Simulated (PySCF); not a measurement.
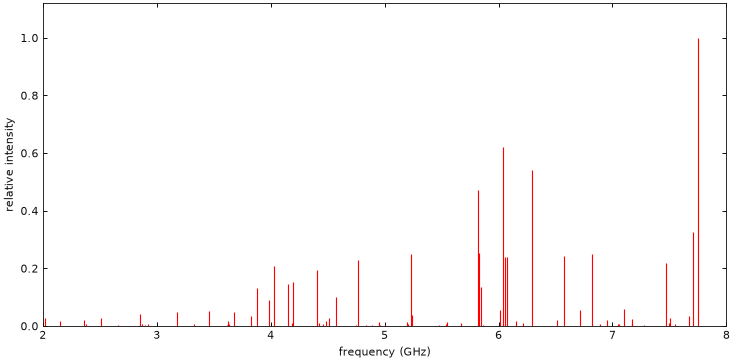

Simulated rotational absorption lines between 2 and 8 GHz at 2 K: rigid rotor with the equilibrium constants and dipole of one optimised conformer (PBE0-D3(BJ)/def2-SVP, PySCF 2.14.0), commonest isotopes; no centrifugal distortion, hyperfine structure, internal rotation or nuclear-spin weights; lines within 1 MHz of each other are summed.

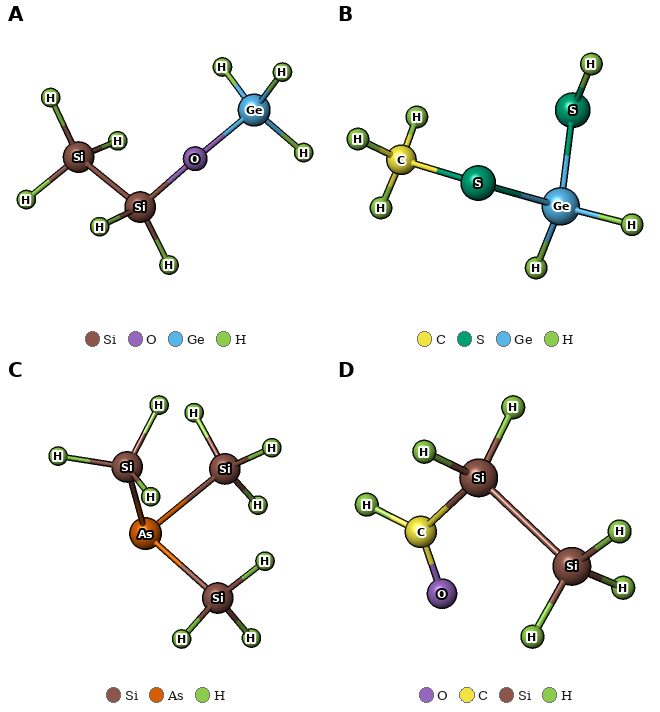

Which molecule gives this spectrum? The candidates are drawn in the second picture.

Structure A, GeSi₂H₈O, SMILES [SiH3][SiH2][O][GeH3], singlet. Rotational constants A, B, C = 4.920, 1.089, 0.9302 GHz, |μa|, |μb|, |μc| = 0.87, 0.68, 0.43 D.

Known limits of this run: coarse grid, loose stop and no frequency check, small forces are noise and the end may be a saddle.
